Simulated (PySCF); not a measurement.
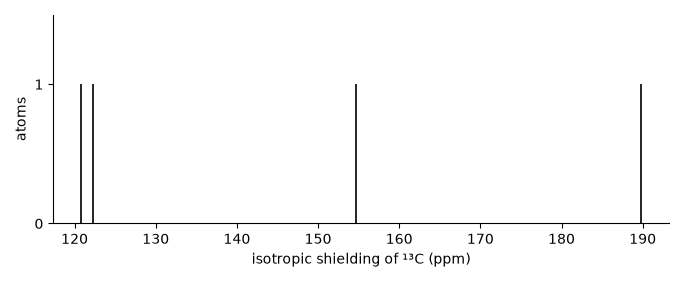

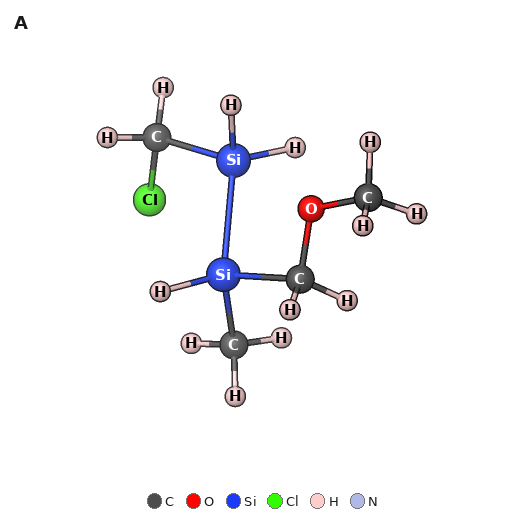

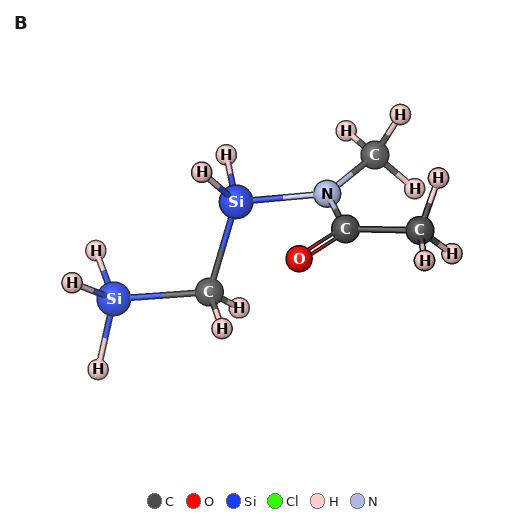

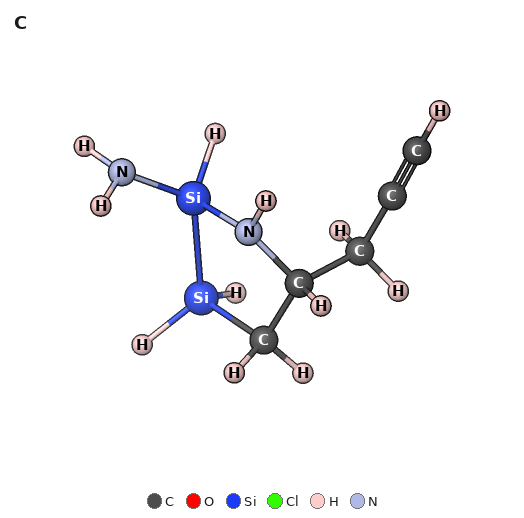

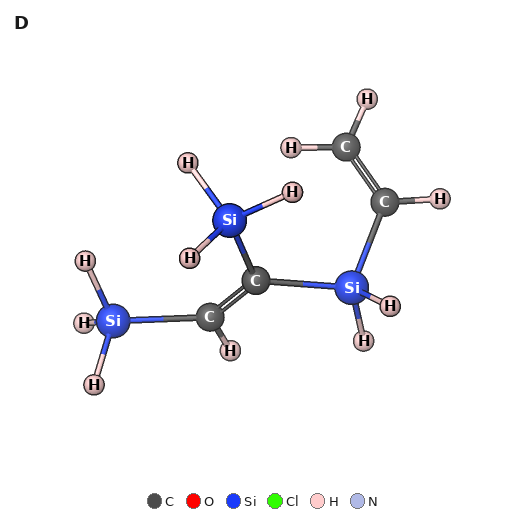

The sticks are computed shieldings of one of the molecules, for one fixed geometry (GFN2-xTB) without averaging over rotations. Low shielding means a high chemical shift. Method: GIAO PBE0/pcSseg-1 NMR shielding, non-relativistic, gas phase (PySCF 2.14.0).

### Match the spectrum to a structure.

A, `COC[Si@H](C)[SiH2]CCl`. Its 4 C atoms give lines at 120.8, 122.2, 154.6, 189.8 ppm.

The geometry is semi-empirical. Around Si such bond lengths and angles can be off by a tenth of an ångström or more and by several degrees, and values that hang on the shape move with them.
